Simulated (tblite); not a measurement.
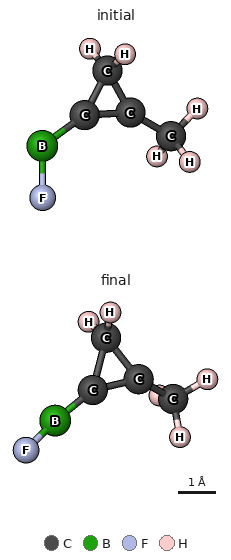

The structure of C$_{4}$H$_{5}$BF (multiplicity 2) before (top) and after (bottom) a relaxation, at one scale.

The picture is a ball-and-stick view, seen from a free direction.

Computed with GFN2-xTB geometry optimisation, gas phase in tblite 0.8.0. 

**Describe what moved and what it gained.**

The F atom moves most after the best rigid fit: 0.80 Å. Largest moves by element: F 0.80 Å, H 0.74 Å, B 0.48 Å, C 0.36 Å. Near-neighbour distances that change, for instance: B–C 1.556 → 1.385 Å, B–F 1.435 → 1.300 Å, C–C 1.404 → 1.537 Å, C–C 1.466 → 1.397 Å. Bond angles that change, for instance: C–B–F 120.5° → 165.3°, C–C–C 150.8° → 138.8°, H–C–H 122.9° → 113.3°. The energy falls by 39.5 kcal/mol in 105 geometry steps.
